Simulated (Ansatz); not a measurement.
## Geometry relaxation, with input and output: Si2H6O3 (part 2 of 2)

Si2H6O3; RKS PBE0-D4/def2-TZVP (Ansatz 0.2.0). The geometry: PBE-D4/def2-SVP start.

Geometry of the input (Å):
```
O  -2.0023  1.0055  1.1320
Si -0.4131  0.5347  0.9588
O  -0.0914  -0.9810  1.5906
O  -0.0361  0.3988  -0.6536
Si 1.0411  -0.3483  -1.7006
H  -2.6415  0.4877  0.6093
H  0.3712  1.6143  1.6270
H  -0.2440  -1.0785  2.5465
H  2.3607  0.3796  -1.6928
H  0.4520  -0.2841  -3.0811
H  1.2686  -1.7857  -1.3156
```

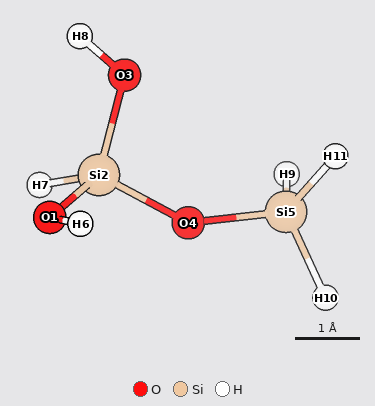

**Figure 1.** The geometry at step 20 of the log (ball-and-stick view, seen at a tilt; atoms are numbered from 1 in the order of the input).

Trajectory as extended XYZ, continued:
```
11
Properties=species:S:1:pos:R:3:forces:R:3 step=7 energy=-21989.50512 accepted=F
O    -1.9653    0.9624    1.0785   -0.0056  -0.0098  -0.0056
Si   -0.4000    0.5256    0.9410    0.0073   0.0007   0.0102
O    -0.0738   -0.9192    1.6405   -0.0074  -0.0077   0.0024
O     0.0164    0.3429   -0.6139    0.0142  -0.0128   0.0121
Si    1.0360   -0.3468   -1.6934    0.0027  -0.0105  -0.0565
H    -2.6278    0.4293    0.6361    0.0004   0.0014  -0.0039
H     0.3505    1.6233    1.5766    0.0064   0.0027  -0.0112
H    -0.2926   -1.0257    2.5671    0.0060   0.0051  -0.0060
H     2.3560    0.3341   -1.6567   -0.0057   0.0027   0.0204
H     0.4436   -0.1904   -3.0445   -0.0075   0.0161   0.0026
H     1.2224   -1.7925   -1.4107   -0.0109   0.0123   0.0354
11
Properties=species:S:1:pos:R:3:forces:R:3 step=9 energy=-21989.50590
O    -1.9721    0.9447    1.0733    0.0022   0.0030  -0.0010
Si   -0.4010    0.5267    0.9415   -0.0054   0.0061   0.0052
O    -0.0599   -0.9109    1.6485    0.0052  -0.0017  -0.0007
O     0.0187    0.3437   -0.6120    0.0005  -0.0035   0.0046
Si    1.0323   -0.3482   -1.6954   -0.0020  -0.0158  -0.0174
H    -2.6262    0.4113    0.6189    0.0023  -0.0037  -0.0013
H     0.3369    1.6365    1.5716   -0.0005  -0.0041  -0.0045
H    -0.2623   -1.0085    2.5798    0.0007   0.0014  -0.0046
H     2.3669    0.3025   -1.6293   -0.0111  -0.0083   0.0030
H     0.4540   -0.1528   -3.0483    0.0078   0.0076   0.0095
H     1.1781   -1.8020   -1.4281    0.0004   0.0190   0.0073
11
Properties=species:S:1:pos:R:3:forces:R:3 step=10 energy=-21989.50595
O    -1.9773    0.9340    1.0712    0.0067   0.0065  -0.0060
Si   -0.4024    0.5290    0.9414   -0.0103   0.0065   0.0166
O    -0.0503   -0.9019    1.6566    0.0095  -0.0075  -0.0037
O     0.0195    0.3425   -0.6111   -0.0038  -0.0122   0.0028
Si    1.0284   -0.3511   -1.6976    0.0365  -0.0016  -0.0177
H    -2.6270    0.3956    0.6163    0.0050  -0.0042  -0.0001
H     0.3260    1.6470    1.5688   -0.0031  -0.0048  -0.0131
H    -0.2480   -0.9943    2.5895   -0.0002   0.0023  -0.0092
H     2.3745    0.2745   -1.6136   -0.0189  -0.0027   0.0056
H     0.4663   -0.1217   -3.0528    0.0027  -0.0113   0.0273
H     1.1557   -1.8105   -1.4482   -0.0241   0.0288  -0.0025
11
Properties=species:S:1:pos:R:3:forces:R:3 step=12 energy=-21989.50645
O    -1.9839    0.9192    1.0679    0.0053  -0.0032  -0.0040
Si   -0.4037    0.5345    0.9399   -0.0015  -0.0096   0.0080
O    -0.0308   -0.8896    1.6594   -0.0012   0.0116   0.0043
O     0.0200    0.3456   -0.6114   -0.0094   0.0108  -0.0053
Si    1.0272   -0.3519   -1.6965    0.0063  -0.0184  -0.0155
H    -2.6249    0.3681    0.6155    0.0079   0.0026   0.0050
H     0.3114    1.6649    1.5595   -0.0053  -0.0026  -0.0036
H    -0.2266   -0.9803    2.5929    0.0011  -0.0024  -0.0074
H     2.3868    0.2398   -1.5826   -0.0240  -0.0159  -0.0019
H     0.4852   -0.0889   -3.0538    0.0159  -0.0002   0.0243
H     1.1050   -1.8184   -1.4703    0.0050   0.0274  -0.0039
11
Properties=species:S:1:pos:R:3:forces:R:3 step=14 energy=-21989.50698
O    -1.9952    0.8955    1.0667    0.0077  -0.0194  -0.0081
Si   -0.4073    0.5433    0.9361    0.0005  -0.0206   0.0175
O     0.0002   -0.8680    1.6638   -0.0103   0.0325  -0.0042
O     0.0148    0.3511   -0.6151   -0.0114   0.0149  -0.0163
Si    1.0211   -0.3556   -1.6950    0.0318  -0.0306  -0.0223
H    -2.6241    0.3255    0.6203    0.0111   0.0116   0.0116
H     0.2855    1.6941    1.5433   -0.0051  -0.0055  -0.0013
H    -0.1890   -0.9563    2.5988    0.0004  -0.0038  -0.0018
H     2.4021    0.1751   -1.5304   -0.0489  -0.0259  -0.0049
H     0.5259   -0.0303   -3.0577    0.0180  -0.0073   0.0388
H     1.0316   -1.8315   -1.5102    0.0064   0.0541  -0.0091
11
Properties=species:S:1:pos:R:3:forces:R:3 step=15 energy=-21989.50741
O    -2.0023    0.8798    1.0685    0.0140  -0.0233  -0.0109
Si   -0.4100    0.5495    0.9316   -0.0036  -0.0157   0.0254
O     0.0211   -0.8518    1.6653   -0.0101   0.0319  -0.0163
O     0.0083    0.3556   -0.6208   -0.0131   0.0076  -0.0112
Si    1.0162   -0.3580   -1.6950    0.0599  -0.0357  -0.0207
H    -2.6253    0.2966    0.6311    0.0103   0.0123   0.0106
H     0.2682    1.7136    1.5303   -0.0046  -0.0089  -0.0065
H    -0.1654   -0.9402    2.6007   -0.0002  -0.0007   0.0008
H     2.4097    0.1268   -1.4913   -0.0634  -0.0172  -0.0125
H     0.5579    0.0086   -3.0608    0.0199  -0.0153   0.0535
H     0.9872   -1.8376   -1.5389   -0.0091   0.0648  -0.0123
11
Properties=species:S:1:pos:R:3:forces:R:3 step=17 energy=-21989.50809
O    -2.0111    0.8575    1.0704    0.0168  -0.0266  -0.0118
Si   -0.4133    0.5577    0.9257   -0.0103  -0.0176   0.0221
O     0.0491   -0.8302    1.6662   -0.0109   0.0327  -0.0185
O     0.0003    0.3612   -0.6280   -0.0100   0.0086  -0.0088
Si    1.0121   -0.3614   -1.6932    0.0488  -0.0327  -0.0308
H    -2.6259    0.2566    0.6450    0.0173   0.0174   0.0123
H     0.2462    1.7392    1.5110   -0.0071  -0.0095  -0.0042
H    -0.1338   -0.9185    2.6023    0.0005   0.0008   0.0011
H     2.4167    0.0657   -1.4408   -0.0687  -0.0214  -0.0132
H     0.6048    0.0575   -3.0608    0.0215  -0.0214   0.0637
H     0.9203   -1.8424   -1.5772    0.0022   0.0698  -0.0118
11
Properties=species:S:1:pos:R:3:forces:R:3 step=18 energy=-21989.50880
O    -2.0170    0.8411    1.0727    0.0160  -0.0188  -0.0075
Si   -0.4160    0.5637    0.9212   -0.0128  -0.0227   0.0181
O     0.0692   -0.8145    1.6651   -0.0105   0.0291  -0.0098
O    -0.0065    0.3656   -0.6333   -0.0066   0.0118  -0.0185
Si    1.0082   -0.3633   -1.6918    0.0431  -0.0252  -0.0202
H    -2.6259    0.2287    0.6555    0.0157   0.0142   0.0090
H     0.2300    1.7567    1.4971   -0.0063  -0.0048  -0.0001
H    -0.1099   -0.9023    2.6021    0.0024   0.0001  -0.0021
H     2.4181    0.0190   -1.4036   -0.0576  -0.0124  -0.0124
H     0.6410    0.0902   -3.0590    0.0149  -0.0161   0.0538
H     0.8742   -1.8418   -1.6054    0.0017   0.0448  -0.0103
11
Properties=species:S:1:pos:R:3:forces:R:3 step=20 energy=-21989.50968
O    -2.0274    0.8119    1.0771    0.0178  -0.0169  -0.0087
Si   -0.4213    0.5737    0.9131   -0.0150  -0.0244   0.0287
O     0.1052   -0.7860    1.6638   -0.0129   0.0321  -0.0154
O    -0.0187    0.3732   -0.6433   -0.0006   0.0060  -0.0154
Si    1.0017   -0.3681   -1.6886    0.0427  -0.0245  -0.0320
H    -2.6253    0.1807    0.6724    0.0161   0.0127   0.0067
H     0.1982    1.7874    1.4747   -0.0050  -0.0061  -0.0029
H    -0.0640   -0.8711    2.6029    0.0030   0.0005  -0.0026
H     2.4169   -0.0653   -1.3371   -0.0674  -0.0121  -0.0154
H     0.7070    0.1469   -3.0516    0.0151  -0.0142   0.0558
H     0.7931   -1.8404   -1.6627    0.0061   0.0469   0.0013
11
Properties=species:S:1:pos:R:3:forces:R:3 step=22 energy=-21989.51078
O    -2.0377    0.7788    1.0806    0.0202  -0.0074  -0.0029
Si   -0.4273    0.5838    0.9048   -0.0071  -0.0178   0.0109
O     0.1440   -0.7551    1.6597   -0.0108   0.0220  -0.0108
O    -0.0316    0.3830   -0.6540   -0.0064   0.0117   0.0034
Si    0.9935   -0.3729   -1.6851   -0.0004  -0.0282   0.0046
H    -2.6210    0.1306    0.6821    0.0044   0.0026   0.0011
H     0.1625    1.8179    1.4529   -0.0027  -0.0024  -0.0008
H    -0.0069   -0.8363    2.6022    0.0015   0.0009  -0.0038
H     2.4035   -0.1601   -1.2658   -0.0169   0.0004  -0.0116
H     0.7805    0.2036   -3.0357    0.0112   0.0001   0.0114
H     0.7061   -1.8303   -1.7212    0.0069   0.0182  -0.0015
11
Properties=species:S:1:pos:R:3:forces:R:3 step=23 energy=-21989.51063 accepted=F
O    -2.0465    0.7495    1.0843    0.0242  -0.0113  -0.0056
Si   -0.4329    0.5930    0.8981   -0.0108  -0.0174   0.0155
O     0.1775   -0.7275    1.6554   -0.0145   0.0260  -0.0056
O    -0.0435    0.3920   -0.6628    0.0057   0.0053   0.0045
Si    0.9851   -0.3781   -1.6809    0.0372  -0.0269  -0.0297
H    -2.6165    0.0866    0.6905    0.0088   0.0070   0.0047
H     0.1306    1.8447    1.4349   -0.0059  -0.0095  -0.0028
H     0.0432   -0.8053    2.6009    0.0005   0.0034  -0.0136
H     2.3914   -0.2432   -1.2053   -0.0892  -0.0100  -0.0367
H     0.8470    0.2525   -3.0212    0.0177  -0.0380   0.0706
H     0.6302   -1.8212   -1.7733    0.0264   0.0714  -0.0012
11
Properties=species:S:1:pos:R:3:forces:R:3 step=25 energy=-21989.51116
O    -2.0490    0.7380    1.0858    0.0111  -0.0080  -0.0041
Si   -0.4349    0.5970    0.8957   -0.0076  -0.0077   0.0075
O     0.1901   -0.7174    1.6504   -0.0055   0.0109   0.0031
O    -0.0478    0.3989   -0.6662    0.0066   0.0054  -0.0003
Si    0.9809   -0.3794   -1.6784    0.0203  -0.0196  -0.0108
H    -2.6132    0.0711    0.6904    0.0049   0.0057   0.0050
H     0.1178    1.8538    1.4313   -0.0035  -0.0064  -0.0023
H     0.0644   -0.7952    2.5970   -0.0010   0.0028  -0.0109
H     2.3806   -0.2753   -1.1837   -0.0497  -0.0016  -0.0246
H     0.8728    0.2655   -3.0127    0.0101  -0.0253   0.0416
H     0.6037   -1.8140   -1.7890    0.0143   0.0438  -0.0041
11
Properties=species:S:1:pos:R:3:forces:R:3 step=26 energy=-21989.51134
O    -2.0474    0.7447    1.0852    0.0108  -0.0060  -0.0032
Si   -0.4338    0.5950    0.8975   -0.0080  -0.0098   0.0073
O     0.1824   -0.7232    1.6526   -0.0043   0.0097  -0.0014
O    -0.0450    0.3963   -0.6638    0.0054   0.0021  -0.0012
Si    0.9829   -0.3790   -1.6788    0.0076  -0.0019  -0.0114
H    -2.6146    0.0805    0.6899    0.0028   0.0034   0.0032
H     0.1247    1.8480    1.4351   -0.0013  -0.0014  -0.0009
H     0.0520   -0.8015    2.5984   -0.0006   0.0016  -0.0059
H     2.3844   -0.2556   -1.1997   -0.0184  -0.0050  -0.0023
H     0.8598    0.2538   -3.0154    0.0006  -0.0039   0.0112
H     0.6201   -1.8160   -1.7803    0.0055   0.0112   0.0047
11
Properties=species:S:1:pos:R:3:forces:R:3 step=28 energy=-21989.51142
O    -2.0470    0.7410    1.0842   -0.0007  -0.0006   0.0016
Si   -0.4332    0.5975    0.8965   -0.0040   0.0006  -0.0036
O     0.1864   -0.7203    1.6488    0.0010  -0.0002   0.0031
O    -0.0419    0.4044   -0.6649    0.0032  -0.0001  -0.0009
Si    0.9821   -0.3786   -1.6780   -0.0011   0.0012   0.0002
H    -2.6124    0.0736    0.6920    0.0016   0.0005   0.0000
H     0.1204    1.8514    1.4366   -0.0003   0.0003   0.0010
H     0.0524   -0.8024    2.5938    0.0006  -0.0004  -0.0022
H     2.3825   -0.2639   -1.1968    0.0004  -0.0007   0.0004
H     0.8641    0.2534   -3.0147    0.0001  -0.0006   0.0001
H     0.6121   -1.8132   -1.7769   -0.0008   0.0000   0.0001
11
Properties=species:S:1:pos:R:3:forces:R:3 step=29 energy=-21989.51146
O    -2.0482    0.7332    1.0839   -0.0052   0.0008   0.0028
Si   -0.4337    0.6012    0.8950   -0.0025   0.0056  -0.0058
O     0.1951   -0.7134    1.6449    0.0024  -0.0034   0.0042
O    -0.0408    0.4133   -0.6668    0.0063  -0.0038   0.0000
Si    0.9803   -0.3791   -1.6761   -0.0009   0.0022  -0.0042
H    -2.6097    0.0613    0.6939    0.0025   0.0002  -0.0011
H     0.1112    1.8584    1.4365   -0.0007  -0.0007   0.0004
H     0.0610   -0.7986    2.5896    0.0010  -0.0010  -0.0011
H     2.3793   -0.2831   -1.1864   -0.0031  -0.0015   0.0008
H     0.8782    0.2587   -3.0115   -0.0005  -0.0013   0.0024
H     0.5929   -1.8088   -1.7825    0.0006   0.0029   0.0015
11
Properties=species:S:1:pos:R:3:forces:R:3 step=31 energy=-21989.51149
O    -2.0501    0.7225    1.0836   -0.0016   0.0007   0.0015
Si   -0.4345    0.6058    0.8933   -0.0018   0.0005  -0.0022
O     0.2071   -0.7040    1.6415   -0.0005   0.0016  -0.0002
O    -0.0397    0.4226   -0.6687    0.0042  -0.0032   0.0034
Si    0.9774   -0.3800   -1.6743    0.0009   0.0026  -0.0008
H    -2.6057    0.0455    0.6938    0.0022  -0.0001  -0.0012
H     0.0987    1.8675    1.4356   -0.0004  -0.0007  -0.0004
H     0.0742   -0.7920    2.5860    0.0004  -0.0006   0.0005
H     2.3734   -0.3101   -1.1719   -0.0031  -0.0018  -0.0006
H     0.8973    0.2679   -3.0062   -0.0013  -0.0027   0.0009
H     0.5673   -1.8026   -1.7923    0.0012   0.0036  -0.0008
```

Key numbers:

| quantity | value |
| --- | --- |
| outcome | converged |
| total energy | −21989.5115 eV |
| mean-field energy | −21989.3102 eV |
| dispersion energy | −0.2014 eV |
| SCF solution under orbital rotations | stable |
| largest force (length of the vector) at the end | 0.006 eV/Å |
| dipole moment | 1.43 D |
| wall time | 1.8 min (CPU time 6.8 min) |
| peak memory | 0.55 GiB |
